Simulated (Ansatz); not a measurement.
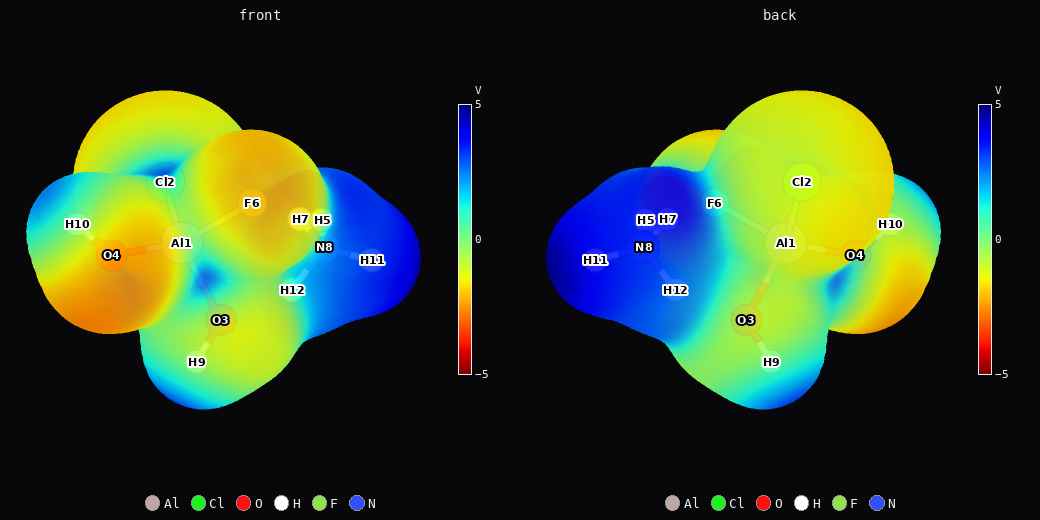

AlClFH$_{2}$O$_{2}$···NH$_{4}$. The molecular electrostatic potential painted on the density surface at 0.004 e/bohr³, seen from the front and from behind; red is negative and blue positive.

Level of theory: Ansatz 0.2.0, RHF/def2-SVP.

```xyz
12

Al   -0.9874   -0.6654   -0.2091
Cl   -0.4929    0.0955   -2.2173
O     0.5742   -1.1102    0.4997
O    -2.1611   -1.8880   -0.1272
H     0.3965    1.6434    0.6467
F    -1.2602    0.8041    0.6301
H     1.3053    1.4888   -0.7068
N     1.3195    1.3734    0.3001
H     0.8475   -2.0089    0.5777
H    -2.9631   -1.9683   -0.6102
H     2.0666    1.8950    0.7277
H     1.3553    0.3404    0.4887
```

Describe the electrostatic potential map.

Answer. The most negative region (about −2.7 V) lies over O4, the most positive (about +4.7 V) over H11. O4 is the likeliest acceptor of a hydrogen bond.
